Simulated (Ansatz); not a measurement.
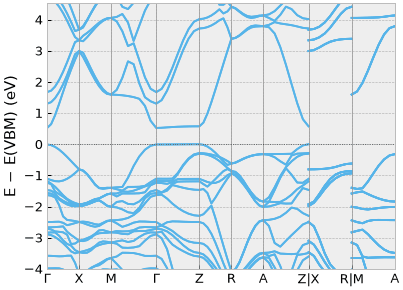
Figure: Band structure from PBEsol with spin–orbit coupling in the plane-wave PAW code Ansatz

Task: Read off the gap and where the band edges lie.

Result: About 0.5 eV (0.52 eV by a search for the band edges); maximum at Z, minimum at Γ.

The material is WO₃ in space group P4/nmm (No. 129; W on 2c, O on 2c, O on 4d).

The workflow started from a Materials Project entry (that database holds measured and hypothetical structures alike); the Crystallography Open Database files this formula in space group No. 129, but the cells were not matched. Whether it is the stable phase at ambient conditions was not checked. The PBEsol relaxation kept the symmetry of its start. At this level the phase is dynamically unstable (imaginary phonons). The run is not spin-polarised. No Hubbard U is applied.

Potentials: the earlier of the program's two PAW sets. The files were generated under PBE; for other functionals the program regenerates the frozen cores, and for LDA and PBEsol the local potential too.
